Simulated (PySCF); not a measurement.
H$_{4}$O$_{4}$Tl (charge −1)

Input

```
mol = gto.M(atom='''
Tl    -0.00000     0.00000     0.33858
O      2.17226    -0.36543     0.33606
H      2.45176     0.57247     0.33380
O      0.36543     2.17226     0.33606
H     -0.57247     2.45176     0.33380
O     -2.17226     0.36543     0.33606
H     -2.45176    -0.57247     0.33380
O     -0.36543    -2.17226     0.33606
H      0.57247    -2.45176     0.33380''',
    basis={'Tl': 'def2-SVP', 'O': 'def2-SVP', 'H': 'def2-SVP'},
    ecp={'Tl': 'def2-SVP'},
    charge=-1, spin=0)
mf = dft.RKS(mol, xc='TPSS')
mf.grids.atom_grid = (75, 302)  # f atoms: at least (60, 302), unpruned
mf = mf.density_fit()  # Tl def2-universal-JKFIT, O def2-universal-JKFIT, H def2-universal-JKFIT
mf.conv_tol = 1e-09; mf.max_cycle = 55
mf.kernel(dm0)
```

Launched as:

```sh
OMP_NUM_THREADS=2 python run.py
```

Core potentials replace the inner electrons of Tl.

Theory: RKS TPSS, Tl def2-SVP with ECP60, O def2-SVP, H def2-SVP; non-relativistic Hamiltonian with scalar-relativistic core potentials where named; density fitting in PySCF.

Predict the electron density and electron localisation function between the atoms.

Answer. Tl–O (2.20 Å): the density is about 0.57 e/Å³ at the midpoint; the ELF peaks at about 0.85 in the valence shell of O, 0.6 Å from its nucleus, and drops to about 0.15 between the two atoms.
O–H (0.98 Å): the density is about 3.5 e/Å³ at the midpoint; the ELF climbs to about 1 towards the hydrogen, as it does in any bond to H (a covalent bond by its length).

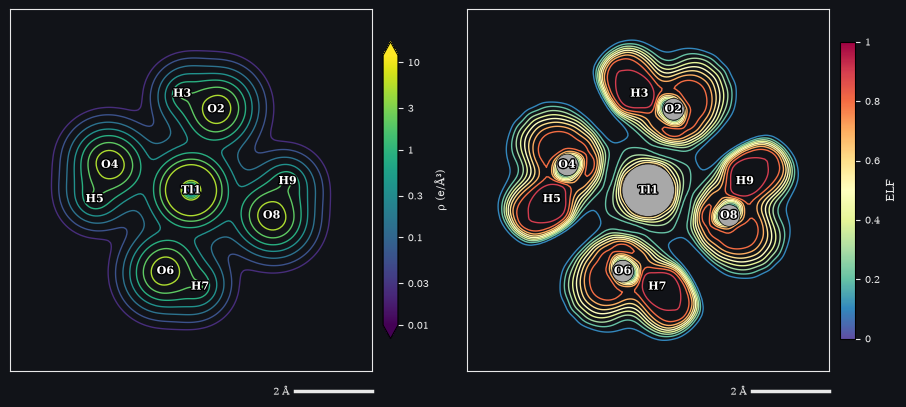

Computed electron density and electron localisation function on the molecular plane, in this order. Grey discs cover the atomic cores in the ELF map. 
